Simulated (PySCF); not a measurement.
Sn(Me)(OMe)3, C₄H₁₂O₃Sn, SMILES C[O][Sn]([CH3])([O]C)[O]C at its GFN2-xTB optimised geometry (Å):

```
20

C     -0.9378    -1.1075    -2.8888
O     -0.9641    -1.5959    -1.5756
Sn    -0.0121    -0.7102     0.0000
C      2.1875    -0.7102     0.0000
O     -0.8652    -1.6062     1.5857
C     -1.6065    -2.8017     1.5500
O     -0.5103     1.2421     0.0000
C     -1.7874     1.7572     0.2702
H     -1.1882    -0.0454    -2.9469
H      0.0345    -1.2656    -3.3626
H     -1.6933    -1.6737    -3.4390
H      2.5284    -1.5118    -0.6461
H      2.5134    -0.8685     1.0212
H      2.5122     0.2571    -0.3649
H     -2.2912    -2.8441     0.7019
H     -2.1872    -2.8233     2.4749
H     -0.9485    -3.6727     1.5192
H     -2.5284     1.4303    -0.4653
H     -1.6902     2.8441     0.2120
H     -2.1336     1.4872     1.2704
```

Computed with PySCF with PBE0/def2-SVP, def2 effective core potentials past Kr. The core electrons that the potentials of Sn replace are not part of the density. Cells within 0.4 Å of a nucleus heavier than hydrogen are left out (blank, or x).

Map of the LUMO amplitude (bohr^(-3/2)) on the plane z = 0.0 Å; orbital energy -0.99 eV, overall sign arbitrary:

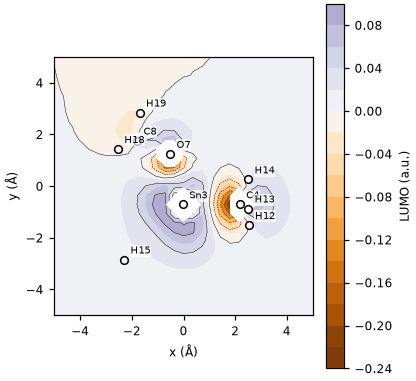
Figure: LUMO amplitude (bohr^(-3/2)) on the plane z = 0.0 Å.
